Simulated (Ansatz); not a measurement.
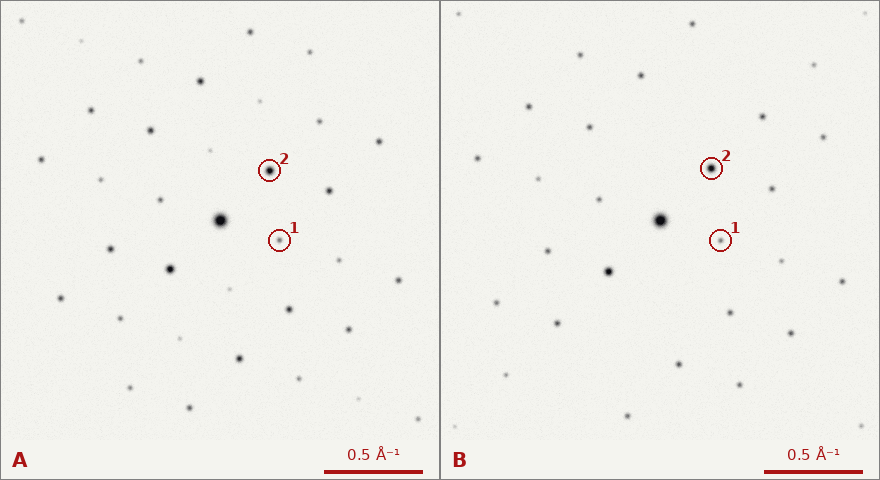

Kinematic electron diffraction patterns (120 kV, B = 0.5 Å², same scale) along [111] of the run's own cell, for the start and the end of one relaxation of RuCl2 with DFT PBE, scalar-relativistic, plane waves, PAW in Ansatz 0.2.0. k mesh 12×12×6. The start is a generated model structure, and the relaxation ends in the nearest stationary point of its symmetry, not necessarily the ground state. Spot 1 is -1 1 0 and spot 2 is -1 0 1 in both.

Start structure:

```
CELL_PARAMETERS angstrom
3.52634 0.00000 0.00000
-1.76317 3.05390 0.00000
0.00000 0.00000 5.68871
ATOMIC_POSITIONS crystal
Ru 0.00000 0.00000 0.00000
Cl 0.33333 0.66667 0.25200
Cl 0.66667 0.33333 0.74800
```

Question: Which pattern belongs to the start structure, and which to the relaxed one?

Answer: B is the start: its cell gives d(1) = 3.054 Å, d(2) = 2.691 Å and an angle of 63.9°. A is the relaxed structure, with d(1) = 3.117 Å (+2.1 %), d(2) = 2.797 Å (+4.0 %) and 63.3°.

Question: Name reflections whose intensity changes strongly on relaxation.

Answer: 2 -1 -1 goes from 11 to 28 % of the strongest spot; 0 2 -2 goes from 14 to 34 % of the strongest spot; 2 0 -2 goes from 15 to 5.8 % of the strongest spot.

Question: Summarise the relaxation behind the change.

Answer: The volume changed by +16.1 % to 23.72 Å³ an atom; with the mean shift removed, the atoms moved by up to 0.38 Å relative to the cell (Cl most); the space group stayed P-3m1 (No. 164); the free energy fell by 110 meV an atom. Relaxed cell: a = 3.599 Å, b = 3.599 Å, c = 6.342 Å, α = 90.00°, β = 90.00°, γ = 120.00°.
